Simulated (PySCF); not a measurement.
# CH4BClO: electronic excitations at several levels of theory, part 2 of 2

PySCF 2.14.0. Atoms count from 0. Earlier steps stand in the parts before.

## 7. Ultraviolet spectrum: PBE0/aug-cc-pVDZ

The job: settings as JSON, then the geometry in Å.

```
{"job": {"kind": "uv", "xc": "PBE0", "basis": "aug-cc-pVDZ"}, "charge": 0, "multiplicity": 1}
C     -0.509039     0.383256     0.821417
B      0.949240     0.962109     0.832593
O      2.065200     0.257046     0.565215
Cl     1.207372     2.669932     1.237504
H     -1.162702     0.998086     0.183205
H     -0.573734    -0.662644     0.483608
H     -0.933729     0.441986     1.837272
H      1.877586    -0.661071     0.344244
```

With the program's defaults for keys left out, this is: TDDFT PBE0/aug-cc-pVDZ, vertical, gas phase, core orbitals frozen in the response.

Output:

```text
coarse grid: 7368 points
cycle   1  E = -600.5135287143  dE =  3.711e-01  |g| = 6.287e-01  |ddm| = 5.649e+00
cycle   2  E = -600.4294531938  dE =  8.408e-02  |g| = 9.254e-01  |ddm| = 1.950e+00
cycle   3  E = -600.5923296967  dE = -1.629e-01  |g| = 1.105e-01  |ddm| = 1.099e+00
cycle   4  E = -600.5951610166  dE = -2.831e-03  |g| = 1.925e-02  |ddm| = 2.042e-01
cycle   5  E = -600.5952469740  dE = -8.596e-05  |g| = 5.304e-03  |ddm| = 4.187e-02
cycle   6  E = -600.5952541338  dE = -7.160e-06  |g| = 9.736e-04  |ddm| = 1.137e-02
final grid: 66864 points
cycle   7  E = -600.6058993826  dE = -1.635e-05  |g| = 6.716e-03  |ddm| = 7.400e-02
cycle   8  E = -600.6058912917  dE =  8.091e-06  |g| = 9.183e-03  |ddm| = 2.456e-02
cycle   9  E = -600.6059102416  dE = -1.895e-05  |g| = 1.004e-03  |ddm| = 1.300e-02
cycle  10  E = -600.6059104407  dE = -1.991e-07  |g| = 1.053e-04  |ddm| = 1.434e-03
cycle  11  E = -600.6059104429  dE = -2.217e-09  |g| = 4.851e-05  |ddm| = 2.519e-04
cycle  12  E = -600.6059104436  dE = -6.620e-10  |g| = 1.061e-05  |ddm| = 1.059e-04
converged SCF energy = -600.6059104436

Static polarisability (au): isotropic 45.281, principal 36.223 45.613 54.008

Singlet excitations
state   eV       nm        f      main configurations
  1   7.0992    174.6   0.00069   H->L+1 0.98
  2   7.3525    168.6   0.03449   H->L 0.97
  3   7.7245    160.5   0.00198   H-1->L 0.96
  4   8.0091    154.8   0.08735   H-1->L+1 0.90
  5   8.0487    154.0   0.00065   H-2->L+1 0.98
  6   8.1715    151.7   0.01112   H-2->L 0.59, H->L+2 0.32
  7   8.3142    149.1   0.05989   H->L+2 0.54, H-2->L 0.35
  8   8.5561    144.9   0.01474   H->L+3 0.77, H->L+2 0.09
  9   8.6048    144.1   0.00087   H->L+4 0.94
 10   8.6206    143.8   0.03264   H-1->L+2 0.84

Triplet excitations (Tamm-Dancoff, eV): 6.8003 7.0616 7.2541 7.5648
```

It took 11 s on 1 thread of Arm Neoverse V1, shared host; peak memory 0.57 GiB.

In short: HOMO -8.73 eV, LUMO -0.42 eV; lowest singlet 7.10 eV.

## 8. TDDFT and polarisability: PBE0/aug-cc-pVTZ

Same as in step 7 but for these lines:

```diff
@@ -1,2 +1,2 @@
-{"job": {"kind": "uv", "xc": "PBE0", "basis": "aug-cc-pVDZ"}, "charge": 0, "multiplicity": 1}
+{"job": {"kind": "uv", "xc": "PBE0", "basis": "aug-cc-pVTZ"}, "charge": 0, "multiplicity": 1}
 C     -0.509039     0.383256     0.821417
```

Level: TDDFT PBE0/aug-cc-pVTZ, vertical, gas phase, core orbitals frozen in the response.

Output:

```text
coarse grid: 7368 points
cycle   1  E = -600.5676818073  dE =  3.524e-01  |g| = 6.675e-01  |ddm| = 5.567e+00
cycle   2  E = -600.4752397280  dE =  9.244e-02  |g| = 9.937e-01  |ddm| = 2.094e+00
cycle   3  E = -600.6507718900  dE = -1.755e-01  |g| = 1.157e-01  |ddm| = 1.149e+00
cycle   4  E = -600.6536515546  dE = -2.880e-03  |g| = 2.537e-02  |ddm| = 1.951e-01
cycle   5  E = -600.6537837426  dE = -1.322e-04  |g| = 5.704e-03  |ddm| = 4.592e-02
cycle   6  E = -600.6537912311  dE = -7.489e-06  |g| = 1.478e-03  |ddm| = 1.036e-02
final grid: 66864 points
cycle   7  E = -600.6561046130  dE = -6.143e-05  |g| = 8.073e-03  |ddm| = 2.452e-01
cycle   8  E = -600.6560927939  dE =  1.182e-05  |g| = 1.125e-02  |ddm| = 2.814e-02
cycle   9  E = -600.6561183280  dE = -2.553e-05  |g| = 1.210e-03  |ddm| = 1.487e-02
cycle  10  E = -600.6561185856  dE = -2.576e-07  |g| = 2.020e-04  |ddm| = 1.811e-03
cycle  11  E = -600.6561185937  dE = -8.157e-09  |g| = 6.300e-05  |ddm| = 4.199e-04
cycle  12  E = -600.6561185947  dE = -9.743e-10  |g| = 1.472e-05  |ddm| = 9.875e-05
converged SCF energy = -600.6561185947

Static polarisability (au): isotropic 45.846, principal 36.978 46.214 54.346

Singlet excitations
state   eV       nm        f      main configurations
  1   7.0926    174.8   0.00070   H->L+1 0.98
  2   7.3561    168.5   0.03419   H->L 0.96
  3   7.7301    160.4   0.00237   H-1->L 0.95
  4   7.9977    155.0   0.08686   H-1->L+1 0.90
  5   8.0298    154.4   0.00066   H-2->L+1 0.97
  6   8.1527    152.1   0.00945   H-2->L 0.51, H->L+2 0.38
  7   8.2901    149.6   0.05788   H->L+2 0.48, H-2->L 0.43
  8   8.5009    145.8   0.01179   H->L+3 0.78, H->L+2 0.09
  9   8.5470    145.1   0.00036   H->L+4 0.95
 10   8.5928    144.3   0.03141   H-1->L+2 0.84

Triplet excitations (Tamm-Dancoff, eV): 6.7882 7.0421 7.2588 7.5489
```

Run time: 39 s. Hardware: 1 thread of Arm Neoverse V1, shared host; peak memory 0.83 GiB.

Key values: HOMO -8.73 eV, LUMO -0.44 eV; lowest singlet 7.09 eV.

## 9. TDDFT and polarisability: PBE0/def2-TZVPD

Same as in step 8 but for these lines:

```diff
@@ -1,2 +1,2 @@
-{"job": {"kind": "uv", "xc": "PBE0", "basis": "aug-cc-pVTZ"}, "charge": 0, "multiplicity": 1}
+{"job": {"kind": "uv", "xc": "PBE0", "basis": "def2-TZVPD"}, "charge": 0, "multiplicity": 1}
 C     -0.509039     0.383256     0.821417
```

Level: TDDFT PBE0/def2-TZVPD, vertical, gas phase, core orbitals frozen in the response.

Output:

```text
coarse grid: 7368 points
cycle   1  E = -600.5682802719  dE =  3.510e-01  |g| = 6.705e-01  |ddm| = 2.140e+00
cycle   2  E = -600.4732701030  dE =  9.501e-02  |g| = 9.989e-01  |ddm| = 1.492e+00
cycle   3  E = -600.6520066037  dE = -1.787e-01  |g| = 1.165e-01  |ddm| = 9.224e-01
cycle   4  E = -600.6549215583  dE = -2.915e-03  |g| = 2.829e-02  |ddm| = 1.002e-01
cycle   5  E = -600.6550807494  dE = -1.592e-04  |g| = 5.317e-03  |ddm| = 2.365e-02
cycle   6  E = -600.6550872226  dE = -6.473e-06  |g| = 1.876e-03  |ddm| = 5.978e-03
final grid: 66864 points
cycle   7  E = -600.6512889700  dE = -4.778e-05  |g| = 7.851e-03  |ddm| = 1.445e-01
cycle   8  E = -600.6512781384  dE =  1.083e-05  |g| = 1.078e-02  |ddm| = 1.150e-02
cycle   9  E = -600.6513021605  dE = -2.402e-05  |g| = 1.214e-03  |ddm| = 7.265e-03
cycle  10  E = -600.6513024127  dE = -2.522e-07  |g| = 2.398e-04  |ddm| = 1.040e-03
cycle  11  E = -600.6513024236  dE = -1.088e-08  |g| = 5.999e-05  |ddm| = 2.251e-04
cycle  12  E = -600.6513024243  dE = -7.029e-10  |g| = 1.777e-05  |ddm| = 6.483e-05
converged SCF energy = -600.6513024243

Static polarisability (au): isotropic 45.829, principal 36.992 46.221 54.274

Singlet excitations
state   eV       nm        f      main configurations
  1   7.0656    175.5   0.00060   H->L+1 0.99
  2   7.4358    166.7   0.03788   H->L 0.98
  3   7.8022    158.9   0.00406   H-1->L 0.97
  4   7.9838    155.3   0.09351   H-1->L+1 0.93
  5   8.0105    154.8   0.00067   H-2->L+1 0.98
  6   8.2709    149.9   0.02135   H-2->L 0.86, H->L+2 0.09
  7   8.5543    144.9   0.05498   H->L+2 0.80, H-2->L 0.10
  8   8.8111    140.7   0.00303   H->L+3 0.81, H->L+5 0.09
  9   8.8401    140.3   0.04208   H-1->L+2 0.77, H-3->L 0.16
 10   9.0306    137.3   0.00006   H->L+4 0.98

Triplet excitations (Tamm-Dancoff, eV): 6.7615 7.0091 7.3254 7.5262
```

Run time: 21 s. Hardware: 1 thread of Arm Neoverse V1, shared host; peak memory 0.73 GiB.

Key values: HOMO -8.73 eV, LUMO -0.29 eV; lowest singlet 7.07 eV.

## 10. Ultraviolet spectrum: PBE0/6-31+G*

Same as in step 9 but for these lines:

```diff
@@ -1,2 +1,2 @@
-{"job": {"kind": "uv", "xc": "PBE0", "basis": "def2-TZVPD"}, "charge": 0, "multiplicity": 1}
+{"job": {"kind": "uv", "xc": "PBE0", "basis": "6-31+G*"}, "charge": 0, "multiplicity": 1}
 C     -0.509039     0.383256     0.821417
```

With the program's defaults for keys left out, this is: TDDFT PBE0/6-31+G*, vertical, gas phase, core orbitals frozen in the response.

Output:

```text
coarse grid: 7368 points
cycle   1  E = -600.5123140928  dE =  3.680e-01  |g| = 6.233e-01  |ddm| = 2.476e+00
cycle   2  E = -600.4351672577  dE =  7.715e-02  |g| = 9.019e-01  |ddm| = 1.138e+00
cycle   3  E = -600.5913037105  dE = -1.561e-01  |g| = 1.095e-01  |ddm| = 6.731e-01
cycle   4  E = -600.5941057948  dE = -2.802e-03  |g| = 1.989e-02  |ddm| = 1.163e-01
cycle   5  E = -600.5941993622  dE = -9.357e-05  |g| = 5.108e-03  |ddm| = 2.081e-02
cycle   6  E = -600.5942061718  dE = -6.810e-06  |g| = 1.005e-03  |ddm| = 6.840e-03
final grid: 66864 points
cycle   7  E = -600.5587503824  dE = -1.323e-05  |g| = 6.756e-03  |ddm| = 2.007e-02
cycle   8  E = -600.5587425634  dE =  7.819e-06  |g| = 9.165e-03  |ddm| = 1.248e-02
cycle   9  E = -600.5587615218  dE = -1.896e-05  |g| = 9.874e-04  |ddm| = 7.241e-03
cycle  10  E = -600.5587617172  dE = -1.953e-07  |g| = 9.074e-05  |ddm| = 6.994e-04
cycle  11  E = -600.5587617189  dE = -1.718e-09  |g| = 4.085e-05  |ddm| = 1.923e-04
cycle  12  E = -600.5587617194  dE = -4.820e-10  |g| = 9.519e-06  |ddm| = 8.245e-05
converged SCF energy = -600.5587617194

Static polarisability (au): isotropic 39.473, principal 29.952 39.205 49.261

Singlet excitations
state   eV       nm        f      main configurations
  1   7.1842    172.6   0.00076   H->L+1 0.98
  2   7.4136    167.2   0.03328   H->L 0.97
  3   7.7736    159.5   0.00242   H-1->L 0.97
  4   8.1037    153.0   0.08627   H-1->L+1 0.89
  5   8.1287    152.5   0.00036   H-2->L+1 0.98
  6   8.2639    150.0   0.01621   H-2->L 0.73, H->L+2 0.22
  7   8.4459    146.8   0.07721   H->L+2 0.66, H-2->L 0.22
  8   8.7378    141.9   0.04236   H-1->L+2 0.86
  9   8.7758    141.3   0.01591   H->L+3 0.86
 10   8.9487    138.5   0.00007   H->L+4 0.98

Triplet excitations (Tamm-Dancoff, eV): 6.8906 7.1592 7.3111 7.6445
```

Run time: 5.1 s. Hardware: 1 thread of Arm Neoverse V1, shared host; peak memory 0.49 GiB.

Key values: HOMO -8.71 eV, LUMO -0.32 eV; lowest singlet 7.18 eV.

## 11. Comparing the runs: electronic excitations

Excitations and ground-state properties, with basis size and wall time:

```csv
run,lowest singlet (eV),brightest (eV),f,gap (eV),α (Å³),μ (D),functions,time
wB97X-D/def2-SVPD,7.33,8.28,0.111,12.01,6.63,3.06,122,33 s
LC-wPBE/def2-SVPD,7.56,10.14,0.144,12.96,6.49,3.10,122,44 s
PBE0/6-31G*,7.26,10.02,0.110,8.98,5.02,3.25,68,3.5 s
PBE0/def2-SVP,7.21,10.03,0.167,8.91,5.00,2.97,80,4.3 s
PBE0/def2-TZVP,7.13,9.72,0.145,8.86,6.15,2.93,154,17 s
PBE0/aug-cc-pVDZ,7.10,8.01,0.087,8.30,6.71,2.96,132,11 s
PBE0/aug-cc-pVTZ,7.09,8.00,0.087,8.29,6.79,2.93,280,39 s
PBE0/def2-TZVPD,7.07,7.98,0.094,8.44,6.79,2.91,196,21 s
PBE0/6-31+G*,7.18,8.10,0.086,8.40,5.85,3.22,84,5.1 s
```

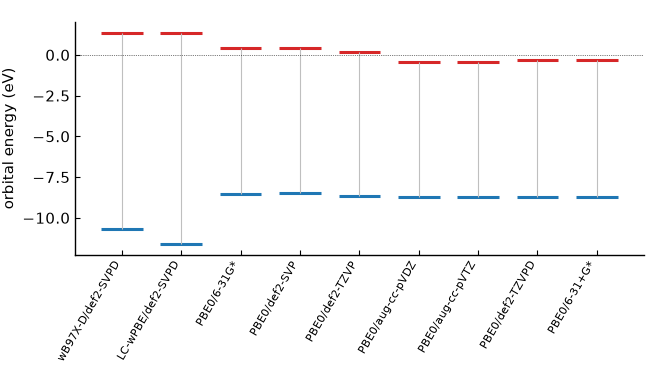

HOMO (blue) and LUMO (red) run by run.

## 12. Outcome

What follows sums up all 2 parts.

| quantity | value |
| --- | --- |
| lowest singlet (wB97X-D/def2-SVPD) | 7.33 eV (169 nm), f = 0.001 |
| brightest single state of those computed | state 4, 8.28 eV, f = 0.111 |
| lowest triplet | 7.07 eV |
| vertical ionisation energy (ΔSCF) | 11.37 eV |
| range of the lowest singlet | 7.07 to 7.56 eV |

**Reading.** Single values in the summary come from the first sound run of each kind (wB97X-D/def2-SVPD), which need not be the best level. The lowest singlet, at 7.33 eV, is HOMO→LUMO+1 0.97 and is dark; of the 10 states computed, the strongest absorption comes from state 4 at 8.28 eV. The lowest triplet lies 0.26 eV below the lowest singlet (triplets in Tamm-Dancoff, singlets in full TDDFT). ΔSCF puts the ionisation energy at 11.37 eV, 0.70 eV above −ε(HOMO). The lowest singlet runs from 7.07 eV (PBE0/def2-TZVPD) to 7.56 eV (LC-wPBE/def2-SVPD), while the orbital gap spans 8.29 to 12.96 eV. The lowest state need not be the same one in every run. The runs solved for a few states only, so the brightest column depends on that window.
